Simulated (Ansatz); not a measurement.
Run report: CH7BOSSi, single-point calculation

CH7BOSSi, computed with RKS PBE0-D4/def2-TZVPP (Ansatz 0.2.0).

The geometry comes from this level: PBE0-D4/def2-TZVP.

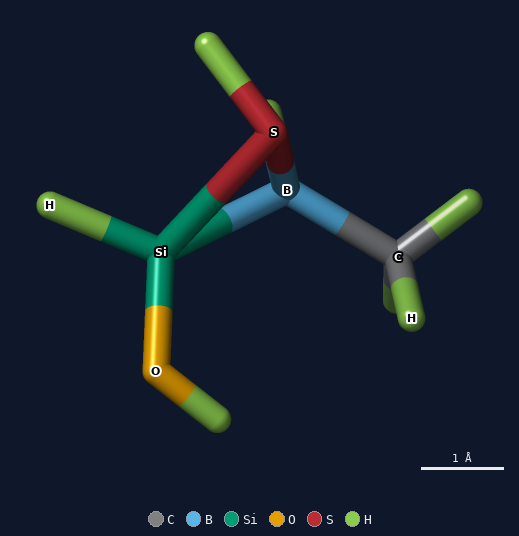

The structure as given in the input (stick view, seen at a tilt).

**Results in brief**

| quantity | value |
| --- | --- |
| outcome | converged |
| total energy | −22579.9350 eV |
| mean-field energy | −22579.6817 eV |
| dispersion energy | −0.2533 eV |
| SCF solution under orbital rotations | stable |
| HOMO | −6.94 eV |
| LUMO | −0.40 eV |
| hardware | 4 threads of Arm Neoverse V1, 23 GiB of memory available, shared host |
| wall time | 4 s (CPU time 15 s) |
| peak memory | 0.76 GiB |

**Input file**
```yaml
crystal:
  periodic: [false, false, false]
  atoms:
    - {symbol: C, position_ang: [-1.562697, -0.225883, 0.653604]}
    - {symbol: B, position_ang: [-0.105976, 0.402099, 0.727879]}
    - {symbol: Si, position_ang: [1.367657, -0.350092, -0.302131]}
    - {symbol: O, position_ang: [1.280803, -1.613100, -1.346157]}
    - {symbol: S, position_ang: [0.264873, 1.487228, -1.072593]}
    - {symbol: H, position_ang: [-1.680266, -0.943362, 1.472950]}
    - {symbol: H, position_ang: [-1.785877, -0.764713, -0.273323]}
    - {symbol: H, position_ang: [-2.338557, 0.534303, 0.780016]}
    - {symbol: H, position_ang: [0.201305, 1.128477, 1.631360]}
    - {symbol: H, position_ang: [2.795102, 0.039269, -0.266066]}
    - {symbol: H, position_ang: [0.456550, -2.104074, -1.353893]}
    - {symbol: H, position_ang: [1.183984, 2.354749, -0.617649]}
basis:
  gaussian: {orbitals: def2-TZVPP}
hamiltonian: {xc: pbe0, dispersion: d4}
output: {orbitals: {seedname: orbitals}}
```

Launch command:
```bash
ansatz run in.yaml --threads 4 --pin off --events-out ev --progress --plain --max-ram 10444MiB
```

**The program's output**
```
Functional definition: PBE0
  name "PBE0"
  cite "Adamo & Barone, J. Chem. Phys. 110, 6158 (1999) doi:10.1063/1.478522"
  cite "Perdew, Burke & Ernzerhof, Phys. Rev. Lett. 77, 3865 (1996) doi:10.1103/PhysRevLett.77.3865"
  parent pbe
  parameter a = 0.25
  parameter kappa = 0.804
  parameter beta = 0.06672455060314922
  exchange = (1 - a)*pbe_x(kappa = kappa, mu = beta*pi^2/3) + a*exact_x
  correlation = pbe_c(beta = beta)
1519 factors; their error is unknown
mean field evaluation 1: about -22568.6708 eV, gradient 7.2e1 eV
mean field evaluation 2: about -22556.2645 eV, gradient 1.0e2 eV
mean field evaluation 4: about -22579.5760 eV, gradient 6.3e0 eV
mean field evaluation 8: about -22579.6577 eV, gradient 3.1e-1 eV
mean field evaluation 16: about -22579.6817 eV, gradient 4.4e-4 eV
mean field -22579.68168192 eV, -829.7879967525 hartree, gradient 4.6e-5 eV, S^2 0.000000; 0 other end points of the search recorded, 0 dependent functions left out
reference -22579.68171546 eV, -829.7879979852 hartree; 28, 28 occupied and 247, 247 virtual orbitals, 1519 factors
Total energy: -22579.93502225 eV, -829.7973068379 hartree
```

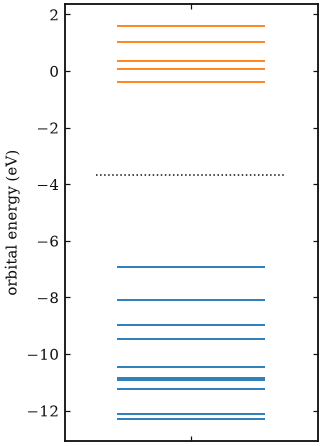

Orbital energies near the frontier; the dotted line parts filled from empty levels, and levels within 0.02 eV of each other stand side by side. Highest filled −6.94 eV, lowest empty −0.40 eV, 6.54 eV apart.
